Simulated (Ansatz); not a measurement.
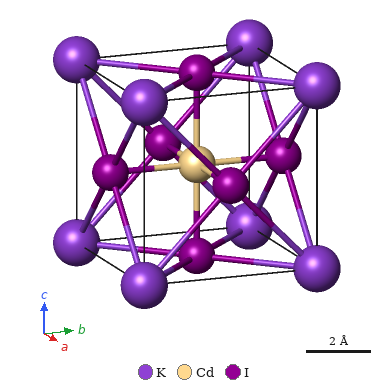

The figure gives a ball-and-stick picture of the atoms, viewed slightly off an axis. The wireframe shows the conventional unit cell.

KCdI₃, space group P4/mmm (No. 123), a = 5.878 Å, b = 5.878 Å, c = 5.983 Å, α = 90.00°, β = 90.00°, γ = 90.00°. The cell started as a structure type filled with these elements by a generator (whether the compound takes this form wasn't checked). The cell was then strained or its atoms displaced on purpose. It was the input of a calculation with Ansatz.

This one geometry was computed with Ansatz (DFT, plane waves, PAW) at three levels of theory: HSE06, r2SCAN and PBE. It was relaxed with r2SCAN and then strained.

Q: How does the band gap change with the level of theory?

A: PBE: a metal; r2SCAN: a gap of 0.18 eV, indirect; HSE06: a gap of 0.58 eV, indirect.

Q: Collect the results in a table.

A:
| level | cutoff (eV) | k-mesh of the run's cell | gap (eV) | pressure (GPa) |
| --- | --- | --- | --- | --- |
| HSE06 | 420 | 4×4×4 | 0.58 | 0.4 |
| r2SCAN | 500 | 4×4×4 | 0.18 | 0.3 |
| PBE | 420 | 4×4×4 | metal | 0.9 |

Gaps are taken on the k-mesh or band path of each run.
